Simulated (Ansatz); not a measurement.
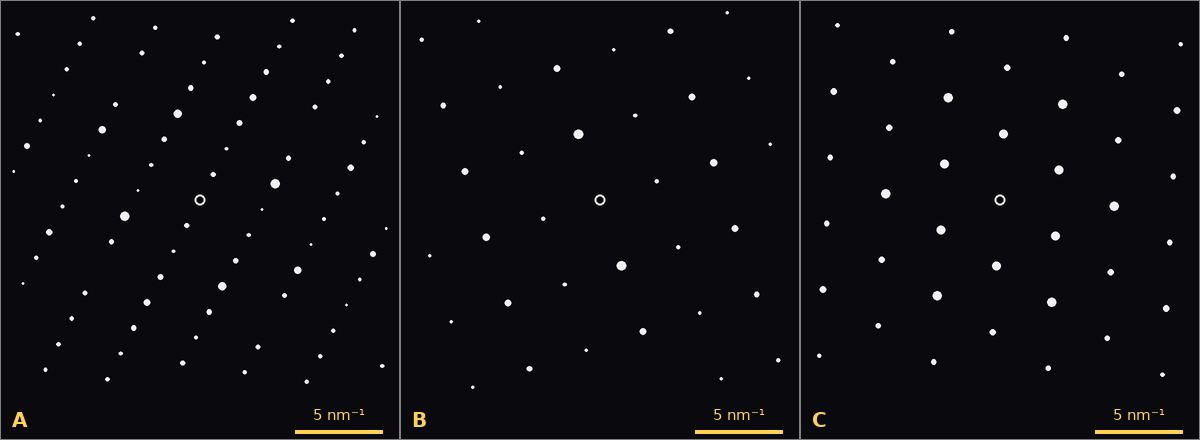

Kinematic electron diffraction patterns (200 kV, B = 0.5 Å², same scale, each along a low-index zone) of three structures of composition YW, each relaxed at zero pressure with DFT PBE, scalar-relativistic, plane waves, PAW in Ansatz.

The structures (standard cells):
1. P4/mmm (No. 123), a = 2.910 Å, c = 4.982 Å, 2 atoms; generated start, possibly hypothetical
2. P-6m2 (No. 187), a = 3.036 Å, c = 5.278 Å (hexagonal axes), 2 atoms; generated start, possibly hypothetical
3. P2/m (No. 10), a = 2.923 Å, b = 4.965 Å, c = 6.100 Å, β = 98.32°, 4 atoms; generated start, possibly hypothetical

**Which pattern belongs to which structure, and along which zone?**

A is structure 3 along [010]: oblique net of 0 0 1 at d = 6.04 Å and 1 0 0 at d = 2.89 Å, 81.7° apart (some points of this net are extinct or too weak to see). B is structure 1 along [101] or an equivalent direction: rectangular net of 0 1 0 at d = 2.91 Å and 1 0 -1 at d = 2.51 Å, 90.0° apart. C is structure 2 along [001]: hexagonal net of 1 -1 0 at d = 2.63 Å and 1 0 0 at d = 2.63 Å, 60.0° apart.

**Which structure lies lowest at this level of theory, and by how much?**

Structure 3 (P2/m, 21.90 Å³ an atom) is the lowest of these; structure 1 (P4/mmm, 21.09 Å³ an atom) lies about 36 meV an atom higher; structure 2 (P-6m2, 21.07 Å³ an atom) lies about 160 meV an atom higher. These are static energies at 0 K; other structures, not shown, may lie lower still.
